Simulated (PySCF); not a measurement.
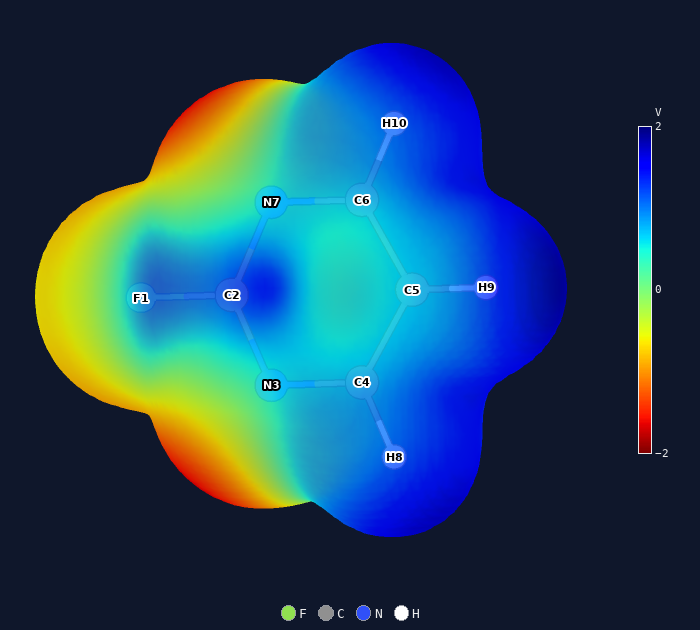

The picture shows: C4H3FN2. The electrostatic potential painted on the density surface at 0.004 e/bohr³, seen at a tilt; red is negative and blue positive.

Geometry: GFN2-xTB.

All numbers below come from KT2/pcSseg-1, SCF density, gas phase, non-relativistic (PySCF 2.14.0).

```xyz
10

F     2.7983   -0.0658    0.0286
C     1.4737   -0.0336    0.0106
N     0.8709   -1.1947   -0.1182
C    -0.4520   -1.1603   -0.1353
C    -1.1576    0.0299   -0.0244
C    -0.3985    1.1847    0.1057
N     0.9245    1.1555    0.1235
H    -0.9437   -2.1179   -0.2412
H    -2.2338    0.0559   -0.0386
H    -0.8463    2.1648    0.1991
```

> Describe the electrostatic potential map.

The most negative region (about −1.7 V) lies over N3 and N7, the most positive (about +1.9 V) over H9.
